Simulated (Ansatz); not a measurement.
# C$_{2}$H$_{6}$I$_{2}$OZr (SMILES C[O][Zr]([CH3])([I])[I]): what the fields show

Input

```
crystal:
  periodic: [false, false, false]
  atoms:
    - {symbol: C, position_ang: [-2.236635, 0.753645, -0.382968]}
    - {symbol: O, position_ang: [-0.885009, 0.580125, -0.079814]}
    - {symbol: Zr, position_ang: [0.930539, 0.523239, 0.368291]}
    - {symbol: C, position_ang: [1.494772, -1.558917, -0.007152]}
    - {symbol: I, position_ang: [2.397615, 2.082544, -1.320387]}
    - {symbol: I, position_ang: [1.290022, 0.998157, 3.029297]}
    - {symbol: H, position_ang: [-2.653827, -0.183046, -0.761413]}
    - {symbol: H, position_ang: [-2.351423, 1.528741, -1.145232]}
    - {symbol: H, position_ang: [-2.784790, 1.051099, 0.514821]}
    - {symbol: H, position_ang: [1.334067, -1.826945, -1.057502]}
    - {symbol: H, position_ang: [2.556171, -1.704595, 0.226512]}
    - {symbol: H, position_ang: [0.908498, -2.244047, 0.615546]}
basis:
  gaussian: {orbitals: def2-TZVPP}
hamiltonian: {xc: pbe0, dispersion: d4}
output: {orbitals: {seedname: orbitals}}
```

Command:

```sh
ansatz run in.yaml --threads 2 --pin off --events-out ev --progress --plain --max-ram 32768MiB --backend cuda --devices 0, --max-vram 18GiB
```

Geometry: PBE0-D4/def2-TZVP; core potentials replace the inner electrons of Zr and I.

Method: RKS PBE0-D4/def2-TZVPP in Ansatz 0.2.0.

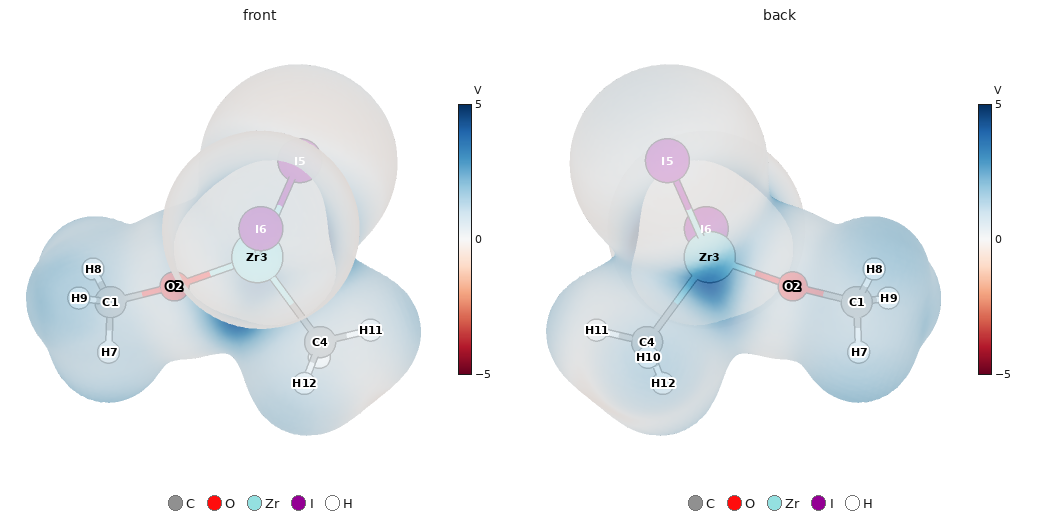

Figure 1. The molecular electrostatic potential painted on the density surface at 0.004 e/bohr³, seen from the front and from behind; the colour scale runs from red (negative) to blue (positive).

### Describe the electrostatic potential map.

The most negative region (about −0.2 V) lies over C4, I5 and I6, the most positive (about +4.3 V) over Zr3. I5 shows a σ-hole: about +0.4 V at the tip opposite its bond, against about −0.1 V on its flanks. I6 shows a σ-hole: about +0.4 V at the tip opposite its bond, against about −0.1 V on its flanks.

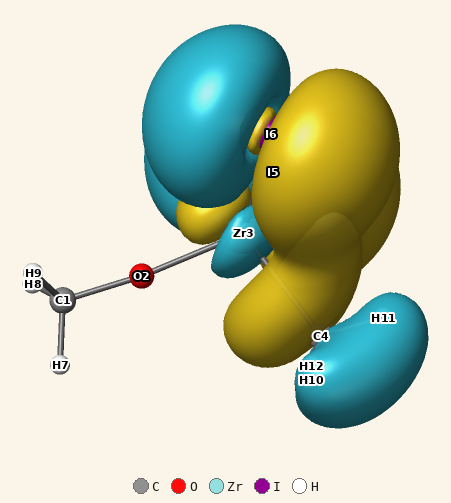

Figure 2. The HOMO−1 at ±0.05 Å⁻³ᐟ² (yellow and cyan are the two phases), seen across its widest extent.

### Describe this orbital and give its energy.

Its weight (Hirshfeld) is mainly on I6 (about 35 %), I5 (about 35 %), C4 (about 15 %) and Zr3 (about 10 %); largely a combination of lone pairs on I6 and I5. Its energy is −7.76 eV.

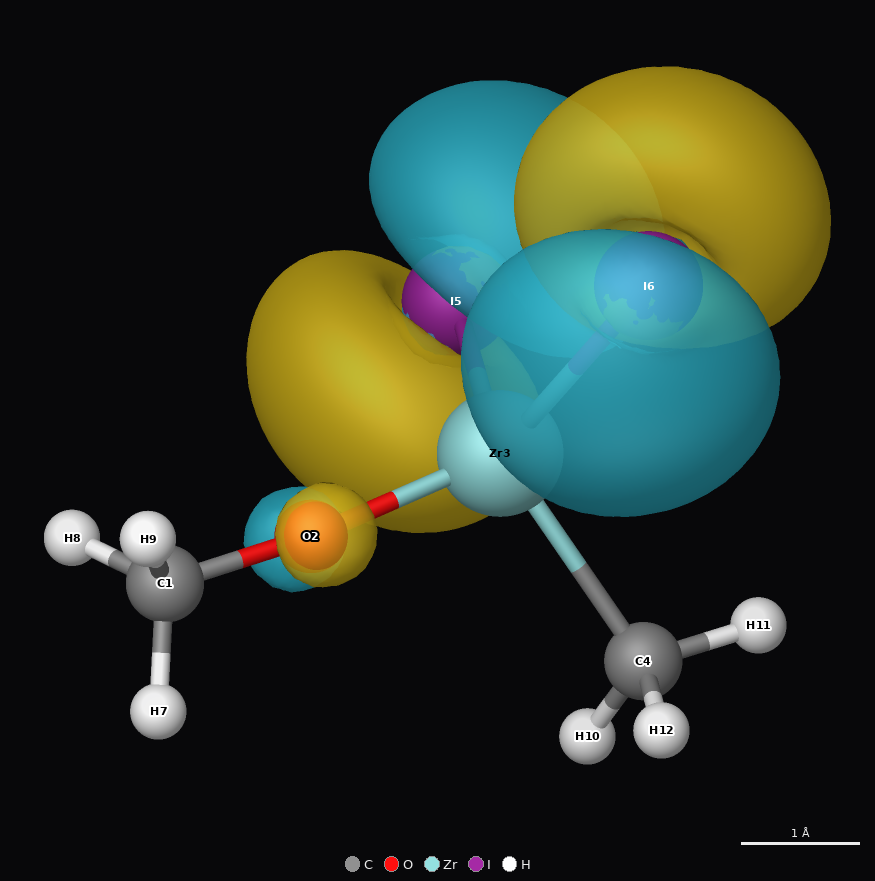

Figure 3. One frontier orbital at ±0.08 Å⁻³ᐟ² (yellow and cyan are the two phases), seen at a tilt.

### Which orbital is it: HOMO or LUMO?

The HOMO, at −7.57 eV. By Hirshfeld shares it lies mainly on I6 (about 45 %) and I5 (about 45 %); largely a combination of lone pairs on I6 and I5.
